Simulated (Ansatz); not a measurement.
# Ti (Titanium): phonon spectrum, part 3 of 3

The task, for Ti (Titanium): relax the cell, relax to small forces and stress and test dynamical stability over the zone.

Ansatz 0.2.0; DFT PBEsol, scalar-relativistic, plane waves, PAW. The steps go on from the part before.

## Step 4: Tight relaxation for the response runs, with the smearing for a metal

The response runs start from a cell at rest, found with their own mesh and filling of the bands.

Input file input.yaml:

```yaml
crystal:
  lattice:
    - [2.9004758374, 0.0, 0.0]
    - [-1.4502379187, 2.5118857582, 0.0]
    - [0.0, 0.0, 4.5909212533]
  atoms:
    - { symbol: Ti, position: [0.3333333333, 0.6666666667, 0.25] }
    - { symbol: Ti, position: [0.6666666667, 0.3333333333, 0.75] }
basis:
  ecutwfc: 420
kpoints:
  mp_grid: { grid: [18, 18, 10] }
hamiltonian:
  xc: pbesol
scf:
  occupations: { method: fermi_dirac, width: 0.15 }
output:
  forces: true
  stress: true
  eigenvalues: true
relax:
  adjacent_minimum: "off"
  f_tol: 0.001
  max_steps: 60
  cell: { stress_tol: 0.01 }
```

On the command line:

```sh
> ansatz run input.yaml --threads 2 --pin off --max-ram 5120MiB --backend cpu --events-out ev --progress --plain --runs-dir out
```

Output, cut to the lines that bear on the results:

```text
Warning: RAYON_NUM_THREADS=2 ignored (pool sized by the plan → 2); use --threads N
band count auto-derived: 17 (N_el = 24.0; filled up to band 12; 16 by the electrons, moments and atoms)
[...]
Pseudopotentials: kind: paw
Pseudopotential: Ti, paw, valence charge 12, recommended cutoff 420 eV (normal), Ti.paw.azcp
Functional definition: PBEsol
[...]
Crystal: 2 atoms, lattice volume = 33.448 Å³
[...]
  F+E_penalty+E_count = -4947.87670145 eV   max|allowed force component| = 2.498e-16 eV/Å   (the final SCF, on the basis selected at the relaxed cell)
  cell:  # Å, volume = 33.5687 Å³
    - [2.9021965293309924, -1.155834053112367e-34, -1.300313309751413e-34]
    - [-1.4510982646654962, 2.5133759211756694, -1.6314093782477765e-35]
    - [-4.5736832654778374e-35, -1.4864470612802968e-34, 4.602044316434516]
  atoms:
    - { symbol: Ti, position: [0.3333333333333333, 0.6666666666666666, 0.25] }
    - { symbol: Ti, position: [0.6666666666666666, 0.3333333333333333, 0.7500000000000001] }
```

Wall time 25 s (2 threads of an Arm CPU, shared host); peak memory 0.4 GiB.

The steps of the relaxation:

```
step  energy from step 1 (eV/cell)  largest force component (eV/Å)  pressure (GPa)  volume (Å³)
   1                        0.0000                          0.0000            0.43        33.45
   2                        0.0000                          0.0000           -0.38        33.68
   3                       -0.0002                          0.0000           -0.01        33.57
   4                       -0.0002                          0.0000            0.00        33.57
   5                       -0.0002                          0.0000            0.00        33.57
   6                       -0.0002                          0.0000            0.00        33.57
```

Step 1 is the start. Step 6 repeats the geometry before it on a plane-wave basis chosen anew for that cell, so its energy need not be comparable with the rows above.

|  | before | after | change |
| --- | --- | --- | --- |
| a (Å) | 2.900 | 2.902 | +0.1 % |
| b (Å) | 2.900 | 2.902 | +0.1 % |
| c (Å) | 4.591 | 4.602 | +0.2 % |
| volume (Å³/atom) | 16.72 | 16.78 | +0.4 % |
| shortest distance (Å) | 2.841 | 2.846 | +0.2 % |
| space group (0.01 Å) | P6_3/mmc | P6_3/mmc | same |

The run keeps the 24 symmetry operations of the start, so it could not have lowered the symmetry.

## Step 5: Phonon dispersion

Input file input.yaml:

```yaml
crystal:
  lattice:
    - [2.9021965293, 0.0, 0.0]
    - [-1.4510982647, 2.5133759212, 0.0]
    - [0.0, 0.0, 4.6020443164]
  atoms:
    - { symbol: Ti, position: [0.3333333333, 0.6666666667, 0.25] }
    - { symbol: Ti, position: [0.6666666667, 0.3333333333, 0.75] }
basis:
  ecutwfc: 420
kpoints:
  mp_grid: { grid: [18, 18, 10] }
hamiltonian:
  xc: pbesol
scf:
  occupations: { method: fermi_dirac, width: 0.15 }
output:
  eigenvalues: true
phonons:
  method: dfpt
  qmesh: [3, 3, 2]
  temperatures: { t_max: 1000, t_step: 100 }
  qpath:
    path:
      - [[0.0, 0.0, 0.0], [0.5, 0.0, 0.0], [0.33333333, 0.33333333, 0.0], [0.0, 0.0, 0.0], [0.0, 0.0, 0.5], [0.5, 0.0, 0.5], [0.33333333, 0.33333333, 0.5], [0.0, 0.0, 0.5]]
      - [[0.5, 0.0, 0.5], [0.5, 0.0, 0.0]]
      - [[0.33333333, 0.33333333, 0.5], [0.33333333, 0.33333333, 0.0]]
    npoints: 8
```

On the command line:

```sh
> ansatz run input.yaml --threads 2 --pin off --max-ram 5120MiB --backend cpu --events-out ev --progress --plain --runs-dir out
```

Output, cut to the lines that bear on the results:

```text
Warning: RAYON_NUM_THREADS=2 ignored (pool sized by the plan → 2); use --threads N
band count auto-derived: 17 (N_el = 24.0; filled up to band 12; 16 by the electrons, moments and atoms)
[...]
Pseudopotentials: kind: paw
Pseudopotential: Ti, paw, valence charge 12, recommended cutoff 420 eV (normal), Ti.paw.azcp
Functional definition: PBEsol
[...]
Crystal: 2 atoms, lattice volume = 33.569 Å³
[...]
  sum rule: each row above includes the acoustic sum rule's correction from the zone centre's row sums; it moved no ω² by more than (2.96 cm⁻¹)²
  mesh force constants: q→R imaginary residual 0.00e0; ASR residual 1.546e-3 → 0.000e0 eV/Å²; symmetrization residual 3.553e-15 eV/Å²
  interpolated dispersion: 75 rows × 6 modes
  density of states and harmonic sums: on the 24×24×14 q-mesh, interpolated from the force constants of a 3×3×2 supercell (no non-analytic term)
  largest difference from the sums on the solved wave vectors: F 2.92e-2 eV, S 4.35e-5 and C_V 1.43e-5 eV/K
[...]
```

Run time: 6 min. Hardware: 2 threads of an Arm CPU, shared host; peak memory 1.8 GiB.

From phbands.tsv, interpolated from the 3×3×2 mesh, the frequencies at the labelled points (cm⁻¹; i: imaginary):

```
point              frequencies
    M   85 124 207 230 243 248
    K  171 171 188 188 217 276
    A      83 83 83 83 191 191
    L  165 165 169 169 264 264
    H    77 77 244 244 254 254
```

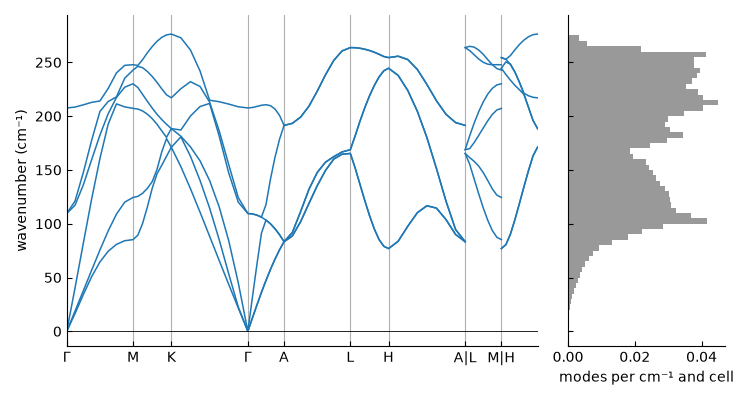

Phonon dispersion and density of states; imaginary frequencies are drawn below zero.

Harmonic thermodynamics from phthermo.tsv, per atom:

```csv
T (K),F_vib (meV),S (k_B),C_V (k_B)
0,32.6,0.00,0.00
100,29.3,1.14,1.81
200,12.4,2.71,2.61
300,-16.0,3.81,2.81
400,-52.5,4.63,2.89
500,-95.3,5.28,2.93
600,-143.2,5.82,2.95
700,-195.3,6.27,2.96
800,-251.1,6.67,2.97
900,-310.2,7.02,2.98
1000,-372.0,7.33,2.98
```

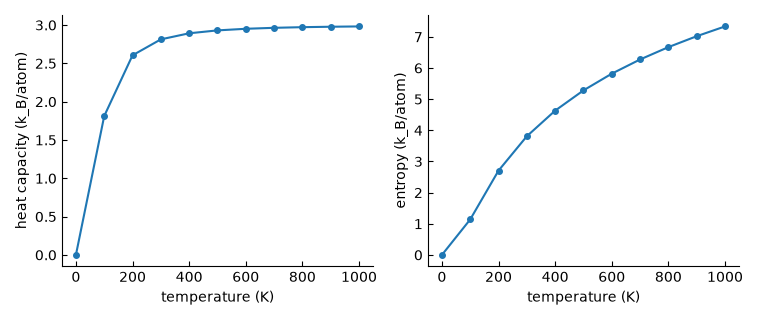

Harmonic heat capacity and entropy; the classical limit of the heat capacity is 3 k_B.

## Step 6: Summary of results

The summary covers parts 1 to 3. Changes of volume or cell count from the first structure of part 1.

| quantity | value |
| --- | --- |
| relaxed cell | a = 2.902 Å, b = 2.902 Å, c = 4.602 Å, α = 90.00°, β = 90.00°, γ = 120.00° |
| space group (0.01 Å) | P6_3/mmc (No. 194) |
| volume | 16.78 Å³/atom |
| highest frequency on the q mesh | 276 cm⁻¹ |
| zero-point energy | 32.6 meV/atom |
| S and C_V at 300 K | 3.81 and 2.81 k_B/atom |

**Reading.** The cell shrank by 4.8 % in volume on relaxing. That is more than thermal expansion of the reported cell explains. Measured lattice constant a of Ti: 2.9536 Å (298 K; “Impact of oxygen ordering on titanium lattice parameters”, 2024, arxiv:2402.07147). This calculation gives 2.902 Å (-1.7 %). 4 values of this kind are on record (2.9536 to 2.9646 Å); this one was drawn at random, colder ones first, those with a stated uncertainty first. A measured lattice constant c of Ti is 4.685 Å (298 K; “Impact of oxygen ordering on titanium lattice parameters”, 2024, arxiv:2402.07147); the calculated 4.602 Å misses it by -1.8 %. 4 values of this kind are on record (4.685 to 4.7036 Å); this one was drawn at random, colder ones first, those with a stated uncertainty first. That is the cell relaxed with PBEsol, without thermal expansion or zero-point motion. No mode on the 3×3×2 mesh is imaginary. The q mesh is coarse, so values between its points are rough. At 300 K the heat capacity has reached 94 % of the Dulong–Petit value, so most modes are already excited. For a metal these values are sensitive to the k mesh.
